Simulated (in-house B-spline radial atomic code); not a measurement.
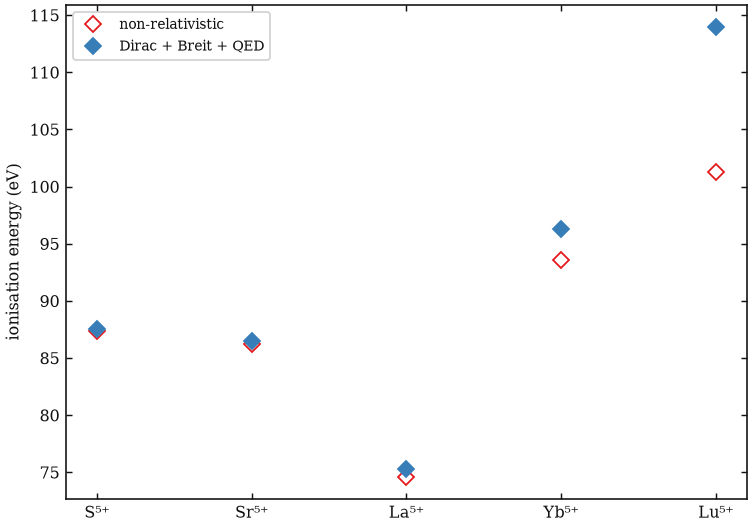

Ionisation energies with and without relativity. System: S⁵⁺, Sr⁵⁺, La⁵⁺, Yb⁵⁺ and Lu⁵⁺. Method: Hartree–Fock ΔSCF (computed with a radial B-spline solver). Open p, d and f shells are averaged over both j, so the values don't run from ground level to ground level. Some pairs of configurations differ by more than the removed electron.

Which has the highest ionisation energy with relativity?

Answer. Lu⁵⁺, 113.9 eV.

For which species does relativity change the ionisation energy most?

Answer. Lu⁵⁺: from 101.3 eV to 113.9 eV, a change of 12.6 eV.
